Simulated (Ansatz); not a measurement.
## Electronic structure of H5PSi···CH4 in real space

The calculation's input:

```
crystal:
  periodic: [false, false, false]
  atoms:
    - { symbol: Si, position_ang: [0.0, 0.0, 0.0] }
    - { symbol: C, position_ang: [0.0, 0.0, 2.22] }
    - { symbol: H, position_ang: [-0.9996, -0.3092, 2.5905] }
    - { symbol: H, position_ang: [0.7676, -0.7111, 2.5905] }
    - { symbol: H, position_ang: [0.232, 1.0203, 2.5905] }
    - { symbol: H, position_ang: [1.3768, 0.0, -0.4862] }
    - { symbol: H, position_ang: [-0.6877, 1.1914, -0.4862] }
    - { symbol: H, position_ang: [-0.6877, -1.1914, -0.4862] }
    - { symbol: P, position_ang: [-2.3143, 0.4274, 0.782] }
    - { symbol: H, position_ang: [-3.2236, -0.3549, 0.0219] }
    - { symbol: H, position_ang: [-2.4231, 0.0785, 2.1542] }
    - { symbol: H, position_ang: [-1.2565, 0.232, 1.9664] }
basis:
  gaussian: { orbitals: "6-31G*" }
hamiltonian:
  xc: b3lyp
relax:
  f_tol: 0.15
  max_steps: 25
  restrain:
    - { distance: [0, 8], at: 2.18, k: 30.0 }
    - { distance: [11, 1], at: 1.11, k: 30.0 }
    - { distance: [0, 1], at: 3.07, k: 30.0 }
    - { distance: [11, 8], at: 2.62, k: 30.0 }
output:
  orbitals: {}
```

Command:

```sh
ansatz run input.yaml --threads 1 --pin off --max-ram 2048MiB --backend cpu --events-out ev --progress --plain --runs-dir out
```

The fields are those of the run's last geometry, not of the input's.

Not at a stationary point (largest force 1.2 eV/Å).

Theory: RKS B3LYP/6-31G* (Ansatz 0.2.0).

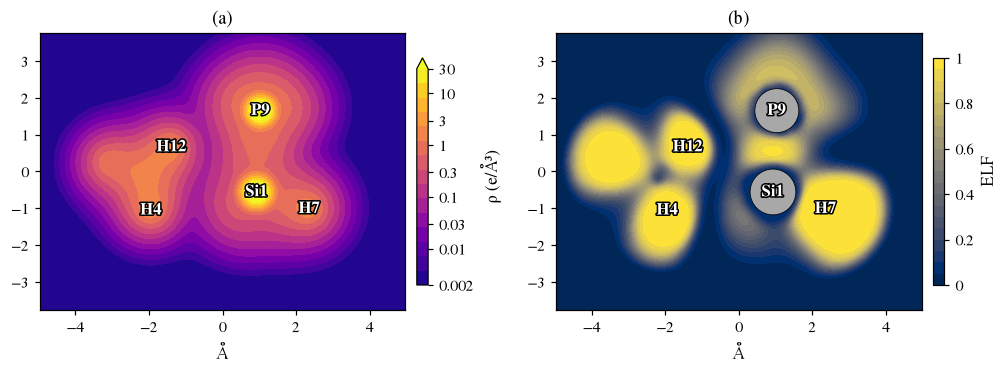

Figure 1. (a) electron density; (b) ELF on the plane of atoms H7, Si1 and P9. Grey discs cover the atomic cores in the ELF map.

### What do the fields say about this system?

- The section cuts through Si, H and P sites.
- Si1···H12 (2.63 Å): the density falls to about 0.08 e/Å³ on the way; the ELF dips to about 0.05 between them.
- Si–P (2.21 Å): ρ is about 0.77 e/Å³ halfway; the ELF peaks at about 0.95 between the atoms; a shared electron pair.
- Si–H (1.49 Å): ρ at the midpoint is about 0.77 e/Å³; the ELF climbs to about 1 towards the hydrogen, as it does in any bond to H.
- The ELF also peaks beside P9, away from the bonds: lone-pair regions.

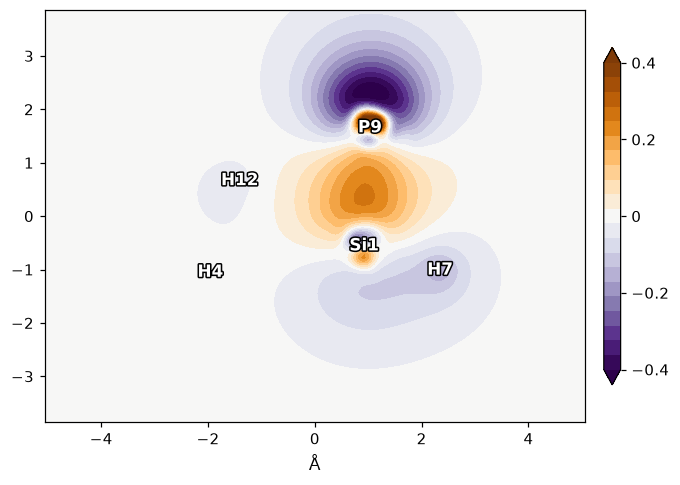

Figure 2. The HOMO on the plane of atoms H7, Si1 and P9 (values in Å⁻³ᐟ²; the overall sign is arbitrary).

### Where does this orbital lie, and at what energy?

By Hirshfeld shares it lies mainly on P9 (about 70 %) and Si1 (about 15 %); largely a lone pair of P9. Its energy is −7.15 eV.

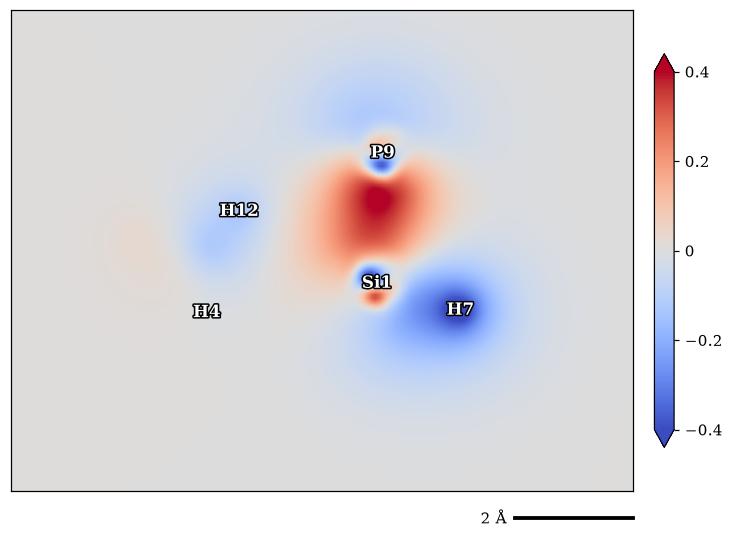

Figure 3. The HOMO−1 on the plane of atoms H7, Si1 and P9 (values in Å⁻³ᐟ²; the overall sign is arbitrary).

### What is the character of this orbital?

By Hirshfeld shares it lies mainly on P9 (about 30 %), Si1 (about 30 %), H7 (about 10 %), H6 (about 10 %) and H11 (about 5 %). Its energy is −9.08 eV.
